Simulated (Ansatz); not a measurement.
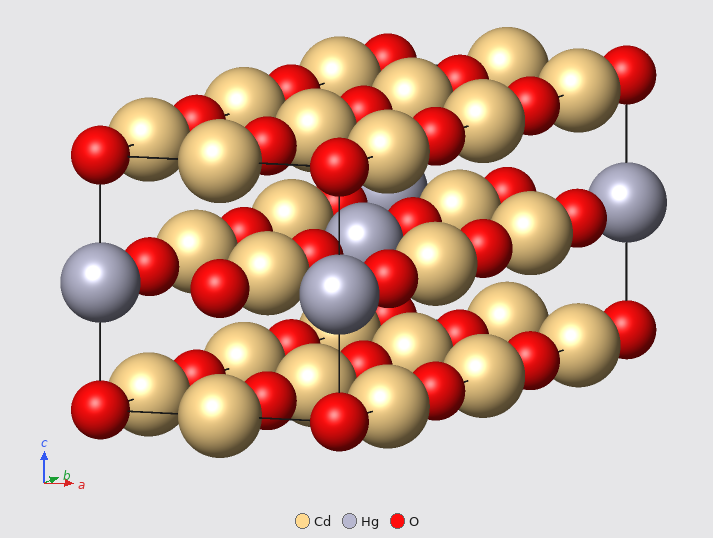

Spheres-only representation of a periodic structure, projected slightly off an axis. Thin lines show the conventional unit cell, with boundary atoms drawn in all their periodic places.

Cd$_{5}$HgO$_{6}$, space group Cmmm (No. 65), a = 4.780 Å, b = 14.497 Å, c = 4.776 Å, α = 90.00°, β = 90.00°, γ = 90.00°. Source of the structure: a structure type filled with these elements by a generator (whether the compound takes this form wasn't checked). Earlier steps of the study may have refined or changed the cell and positions. It was run through Ansatz as a DFT input.

This one geometry was computed with Ansatz (DFT, plane waves, PAW) at three levels of theory: r2SCAN, PBE and PBEsol.

> Which level gives the highest pressure at this volume, and what does that say about its equilibrium volume?

Highest: PBE (0.0 GPa), which points to the largest equilibrium volume. Lowest, with the smallest volume: PBEsol (-6.3 GPa). Levels within 0.5 GPa of each other can't be told apart.

> How does the band gap change with the level of theory?

All levels give a metal.

> Collect the results in a table.

| level | cutoff (eV) | k-mesh of the run's cell | gap (eV) | pressure (GPa) |
| --- | --- | --- | --- | --- |
| r2SCAN | 500 | 8×8×8 | metal | -5.2 |
| PBE | 420 | 8×8×8 | metal | 0.0 |
| PBEsol | 420 | 8×8×8 | metal | -6.3 |

Gaps are taken on the k-mesh or band path of each run.
